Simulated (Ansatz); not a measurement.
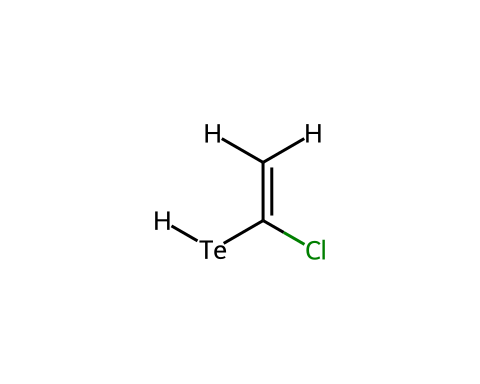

Skeletal drawing of a molecule.

Question: Transcribe the drawing into SMILES.

Answer: C=C(Cl)[TeH]

Question: What is the molecular formula?

Answer: C2H3ClTe.

Question: An optimisation with PBE0-D4/def2-TZVP gave a structure of which point group?

Answer: C1.

The parts below concern this one geometry. Atoms keep their numbers from picture to picture. The geometry was computed by an optimisation with PBE0-D4/def2-TZVP.

Levels of theory compared

Program: Ansatz 0.2.0.

Compare dipole (D), HOMO energy (eV), HOMO–LUMO gap (eV) at these levels: B3LYP-D4/def2-TZVPP; PBE-D4/def2-TZVPP; r2SCAN-D4/def2-TZVPP; ωB97M-V/def2-TZVPP.

| level | dipole (D) | HOMO energy (eV) | HOMO–LUMO gap (eV) |
| --- | --- | --- | --- |
| B3LYP-D4/def2-TZVPP | 1.04 | −6.23 | 4.83 |
| PBE-D4/def2-TZVPP | 0.92 | −5.42 | 3.40 |
| r2SCAN-D4/def2-TZVPP | 0.99 | −5.65 | 3.77 |
| ωB97M-V/def2-TZVPP | 1.06 | −8.53 | 9.26 |

Thermal motion

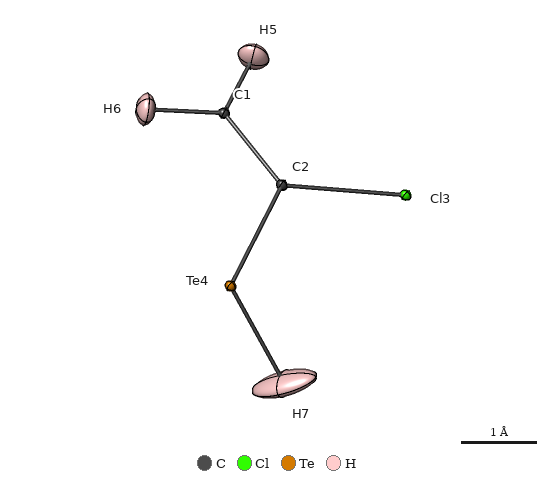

Displacement ellipsoids at the 50 % level, from the internal vibrations of the free molecule (harmonic, no overall translation or rotation; no half-axis is drawn under 0.075 Å). Vibrations computed with RKS PBE0-D4/def2-TZVP, core potentials on Te (Ansatz 0.2.0). Temperature: 0 K (zero-point motion alone).

Give the displacement parameters, one line for each set of equivalent atoms.

```csv
atom,U_eq (Å²),rms amplitudes (Å)
C1,0.0017,"0.027, 0.041, 0.053"
C2,0.0021,"0.041, 0.043, 0.054"
Cl3,0.00069,"0.008, 0.019, 0.041"
Te4,0.00007,"0.003, 0.006, 0.013"
H5,0.0161,"0.086, 0.136, 0.149"
H6,0.0157,"0.081, 0.141, 0.143"
H7,0.0465,"0.088, 0.165, 0.323"
```

Charges

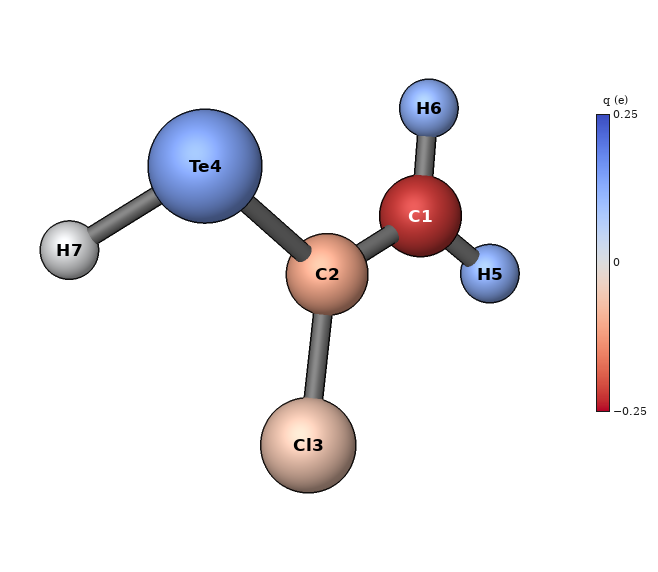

Atoms are coloured by their Mulliken charges. Method: RKS ωB97M-V/def2-TZVPP, core potentials on Te (Ansatz 0.2.0).

Question: Which atom carries the highest charge (most positive or least negative)?

Answer: Te4 (0.14 e).

Question: And the lowest?

Answer: C1 (−0.22 e).

List the Mulliken charges.

```tsv
atom	value (e)
C1	−0.22
C2	−0.10
Cl3	−0.05
Te4	0.14
H5	0.12
H6	0.12
H7	0.00
```

Mulliken values depend strongly on the basis set and can even reverse the polarity of a bond.
